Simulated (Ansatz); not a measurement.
GaGeH₃O₂

Input

```
crystal:
  periodic: [false, false, false]
  atoms:
    - { symbol: O, position_ang: [-1.4139, -0.3486, -0.6845] }
    - { symbol: Ga, position_ang: [-0.8039, -0.9721, 0.1044] }
    - { symbol: O, position_ang: [0.2551, -1.249, 0.9219] }
    - { symbol: Ge, position_ang: [1.3594, 0.2206, 0.6635] }
    - { symbol: H, position_ang: [-1.4964, 0.4818, -1.3064] }
    - { symbol: H, position_ang: [0.482, 1.4829, 1.0867] }
    - { symbol: H, position_ang: [1.6789, 0.3165, -0.8314] }
basis:
  gaussian: { orbitals: def2-SVP }
hamiltonian:
  xc: cam_b3lyp
  dispersion: d4
relax:
  f_tol: 0.015
  max_steps: 40
output:
  orbitals: {}
```

Command:

```sh
ansatz run input.yaml --threads 2 --pin off --max-ram 3072MiB --backend cpu --events-out ev --progress --plain --runs-dir out
```

The fields are those of the relaxed geometry.

Theory: RKS CAM-B3LYP-D4/def2-SVP (Ansatz).

Question: Predict the electron density and electron localisation function between the atoms.

Answer: Ge–O (1.75 Å): ρ is about 1 e/Å³ halfway; the ELF peaks at about 0.80 in the valence shell of O, 0.6 Å from its nucleus, and is about 0.30 at the midpoint.
Ga–O (1.85 Å): the density is about 0.77 e/Å³ at the midpoint; the ELF peaks at about 0.85 in the valence shell of O, 0.6 Å from its nucleus, and is about 0.25 at the midpoint.
Ge–H (1.72 Å): ρ at the midpoint is about 0.69 e/Å³; the ELF climbs to about 1 towards the hydrogen.

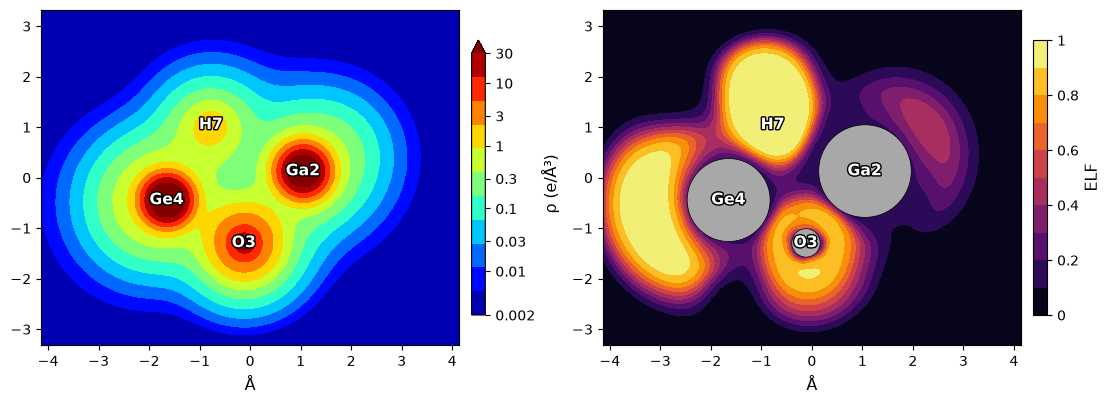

Computed electron density and electron localisation function on the plane of atoms O3, Ge4 and H7, in this order. Grey discs cover the atomic cores in the ELF map. 
